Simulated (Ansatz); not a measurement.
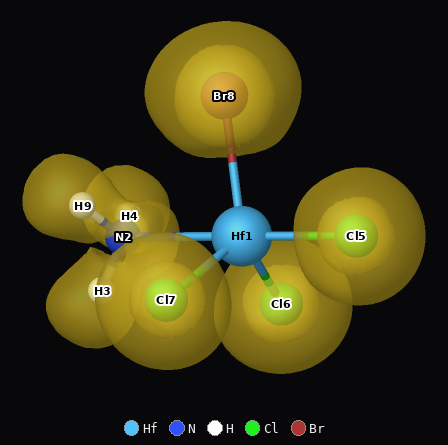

*BrCl₃H₃HfN. Isosurface of the electron localisation function at 0.75 (yellow), seen at a tilt. Core shells and regions of very low density are left out.*

Core potentials replace the inner electrons of Hf.

Level of theory: RKS PBE/def2-SVP (Ansatz).

The calculation's input:

```
crystal:
  periodic: [false, false, false]
  atoms:
    - { symbol: Hf, position_ang: [0.618778, -0.343339, -0.466757] }
    - { symbol: "N", position_ang: [-0.321426, -0.356462, 2.789051] }
    - { symbol: H, position_ang: [-1.172373, -0.814383, 3.140055] }
    - { symbol: H, position_ang: [-0.191694, 0.505733, 3.33412] }
    - { symbol: Cl, position_ang: [1.591715, -0.478902, -2.580442] }
    - { symbol: Cl, position_ang: [0.437787, 1.964439, -0.102564] }
    - { symbol: Cl, position_ang: [-1.457404, -1.388372, -0.745898] }
    - { symbol: Br, position_ang: [2.34168, -1.646641, 1.083505] }
    - { symbol: H, position_ang: [0.485738, -0.980474, 3.006531] }
basis:
  gaussian: { orbitals: def2-SVP }
hamiltonian:
  xc: pbe
relax:
  f_tol: 0.03
  max_steps: 50
output:
  orbitals: {}
```

Command:

```sh
ansatz run input.yaml --threads 4 --pin off --max-ram 5120MiB --backend cpu --events-out ev --progress --plain --runs-dir out
```

The fields are those of the run's last geometry, not of the input's.

### Where are the electrons localised?

The surface consists of one region wrapped around Br (its valence shell), three regions wrapped around Cl (the valence shell of each) and one joined region spread over several atoms (H, N), in which their bonds and any lone pairs are merged.

Values along the shortest contacts:
Hf–Cl (2.36 Å): the ELF peaks at about 0.85 in the valence shell of Cl, 0.8 Å from its nucleus, and is about 0.30 at the midpoint. Hf–N (2.44 Å): the ELF peaks at about 0.95 in the valence shell of N, 0.7 Å from its nucleus, and is about 0.20 at the midpoint.
